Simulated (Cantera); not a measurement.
Charge: 1 mol Fe₂O₃, 0.13 mol O₂, 0.042 mol CO₂, held at 8.25 Torr.

Equilibrium computed with Cantera from the NASA thermochemical tables; the gas is ideal and each condensed phase is pure. Candidate condensed phases: C, Fe, Fe(CO)₅, FeO, Fe₂O₃, Fe₃O₄; 15 gas species. Equilibrium is a limit: real reactors are often held back by kinetics, nucleation or transport.

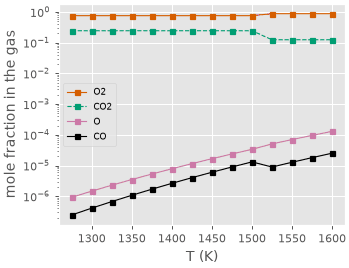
Figure. Equilibrium gas composition (values under 1e-9 drawn at 1e-9)

Read off the mole fractions at 1575 K.

O₂ about 0.88, CO₂ about 0.12, O about 9.6e-5, CO about 1.8e-5.
